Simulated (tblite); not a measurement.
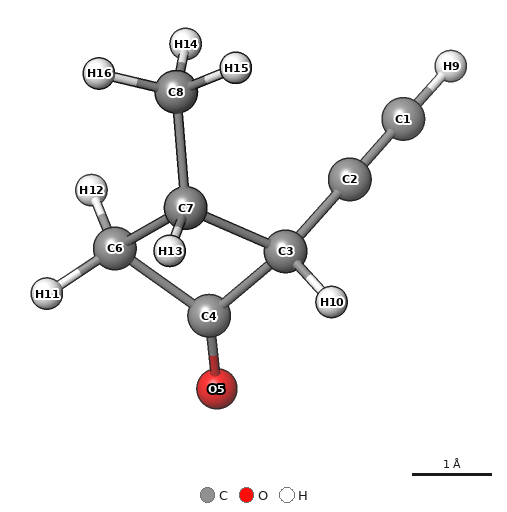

C7H8O, before the relaxation. A ball-and-stick model, seen at a tilt.

The calculation used GFN2-xTB geometry optimisation, gas phase (tblite 0.8.0).

```xyz
16

C     2.0371   -1.5341   -1.2268
C     1.2729   -0.6012   -1.0862
C     0.3832    0.5101   -0.9014
C     0.8675    1.5460    0.1461
O     1.7076    2.4121    0.1791
C    -0.1552    1.0336    1.1919
C    -0.8726    0.3143    0.0198
C    -1.3682   -1.0853    0.3359
H     2.7051   -2.3513   -1.3591
H     0.1111    0.9918   -1.8520
H    -0.7325    1.8200    1.6797
H     0.2996    0.3803    1.9497
H    -1.7278    0.9098   -0.3339
H    -0.5865   -1.7193    0.7635
H    -1.7429   -1.5685   -0.5761
H    -2.2059   -1.0495    1.0583
```

### Predict the outcome.

The largest move after the best rigid fit is that of O5, 0.51 Å. Largest moves by element: O 0.51 Å, H 0.48 Å, C 0.22 Å. Among the contacts that change: C4–C6 1.550 → 1.510 Å, C3–C4 1.551 → 1.531 Å, C8–H16 1.107 → 1.088 Å, C1–C2 1.214 → 1.197 Å. Among the angles between lasting bonds that change: C3–C7–C8 119.9° → 116.0°, C2–C3–H10 112.4° → 109.1°, C7–C3–H10 111.3° → 114.2°. Over 81 geometry steps the energy falls by 3.83 kcal/mol.

The structure at the end:

```xyz
16

C     1.8757   -1.5517   -1.3814
C     1.1857   -0.5992   -1.1572
C     0.3762    0.5499   -0.8427
C     0.9206    1.4153    0.2967
O     1.9278    2.0389    0.4430
C    -0.3082    1.1806    1.1417
C    -0.9060    0.3157    0.0116
C    -1.2020   -1.1245    0.3849
H     2.4780   -2.3823   -1.5977
H     0.2074    1.1289   -1.7548
H    -0.8542    2.0868    1.3999
H    -0.0911    0.6366    2.0602
H    -1.7880    0.7676   -0.4462
H    -0.3232   -1.5962    0.8185
H    -1.4920   -1.6931   -0.4960
H    -2.0143   -1.1645    1.1079
```

The end point in the same view:

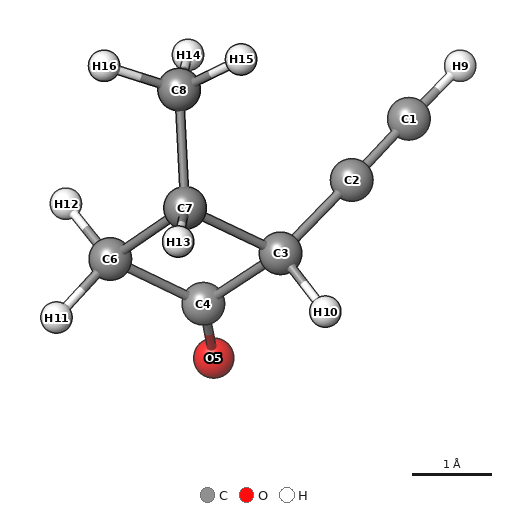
